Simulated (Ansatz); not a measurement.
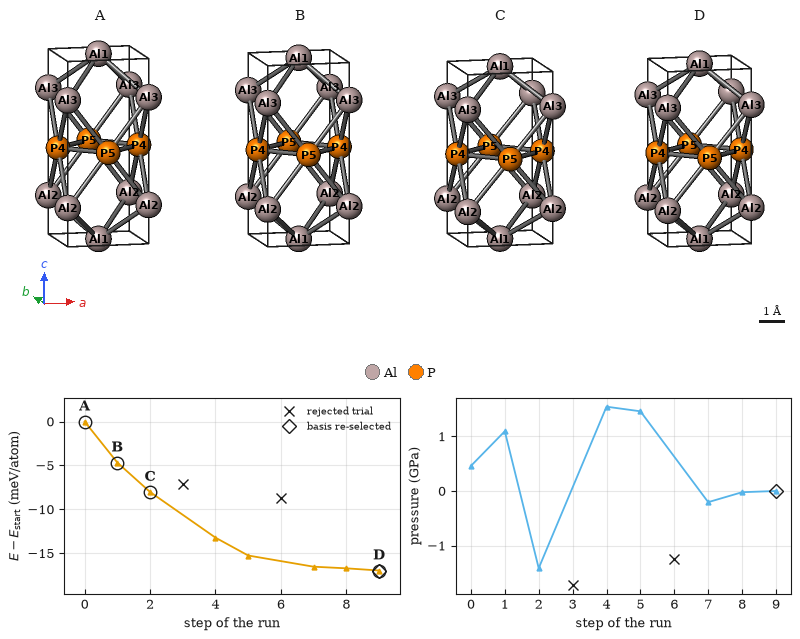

Frames of a relaxation of solid Al₃P₂ (a generated structure, set up in P4/mmm) (coarse preliminary run), marked on the history of the run. The picture is a ball-and-stick view of the cell of the calculation, seen slightly off an axis.

Level of theory: DFT PBE, scalar-relativistic, plane waves, PAW in Ansatz.

Input file:
```yaml
crystal:
  lattice:
    - [3.3426604204, 0.0, 0.0]
    - [0.0, 3.3426604204, 0.0]
    - [0.0, 0.0, 7.5420795238]
  atoms:
    - { symbol: Al, position: [0.5, 0.5, 0.0] }
    - { symbol: Al, position: [0.0, 0.0, 0.2096737912] }
    - { symbol: Al, position: [0.0, 0.0, 0.7903262088] }
    - { symbol: P, position: [0.0, 0.5, 0.5] }
    - { symbol: P, position: [0.5, 0.0, 0.5] }
basis:
  ecutwfc: 420
kpoints:
  mp_grid: { grid: [6, 6, 2] }
hamiltonian:
  xc: pbe
scf:
  occupations: { method: gaussian, width: 0.1 }
  lower_state_search: "off"
output:
  forces: true
  stress: true
  eigenvalues: true
relax:
  adjacent_minimum: "off"
  f_tol: 0.04
  max_steps: 70
  cell: { stress_tol: 0.4 }
```

Run as
```bash
ansatz run input.yaml --threads 1 --pin off --max-ram 2560MiB --backend cpu --events-out ev --progress --plain --runs-dir out
```

### Describe the path.

Over 6 accepted moves (9 points after the start) the energy falls by 17.0 meV per atom. Largest force component: 0.0031 eV/Å at the start, 0.0053 eV/Å at the end. Pressure: 0.46 GPa at the start and 0.00 GPa at the end. The line search rejected the trial steps at points 3, 6 of the run. At 1 point the geometry stayed and the basis and grid were re-selected for the new cell (energy shift of 0.2 meV per atom at most each time). The largest moves relative to the cell, 0.024 Å, are those of Al2 and Al3. Al3 goes along +c. P stays in place. Cell: a = b 3.343 → 3.455 Å (+3.4 %), c 7.542 → 7.126 Å (−5.5 %). Volume +0.9 %. Among the contacts that change: Al2–Al3 3.163 → 2.941 Å, P4–P5 2.364 → 2.443 Å, Al2–P4 2.755 → 2.713 Å, Al1–Al2 2.844 → 2.851 Å. The space group stays P4/mmm (No. 123). The run took 18 s on 1 thread of Intel(R) Xeon(R) Platinum 8488C (Sapphire Rapids), with other jobs on the host, peak memory 0.4 GiB. From step 0 to 1: Al atoms move most (0.02 Å), volume −0.8 %, energy −4.7 meV per atom. From step 1 to 2: Al atoms move most (0.02 Å), volume +3.0 %, energy −3.4 meV per atom. From step 2 to 9: Al atoms move most (0.02 Å), volume −1.2 %, energy −8.9 meV per atom.

| step | E − E(0), meV/atom | largest force component, eV/Å | pressure, GPa | volume, Å³/atom | note |
| --- | --- | --- | --- | --- | --- |
| 0 | 0.00 | 0.0031 | 0.46 | 16.854 |  |
| 1 | -4.67 | 0.0120 | 1.09 | 16.725 |  |
| 2 | -8.02 | 0.0484 | -1.41 | 17.224 |  |
| 3 | -7.09 | 0.1636 | -1.73 | 17.577 | rejected |
| 4 | -13.22 | 0.2791 | 1.54 | 16.658 |  |
| 5 | -15.26 | 0.0571 | 1.46 | 16.686 |  |
| 6 | -8.69 | 0.2122 | -1.24 | 17.462 | rejected |
| 7 | -16.53 | 0.0662 | -0.20 | 17.070 |  |
| 8 | -16.72 | 0.0054 | -0.02 | 17.012 |  |
| 9 | -16.96 | 0.0053 | 0.00 | 17.012 | same geometry, new basis |

Limits of the set-up: the k-point mesh is coarse for a cell with partly filled bands.
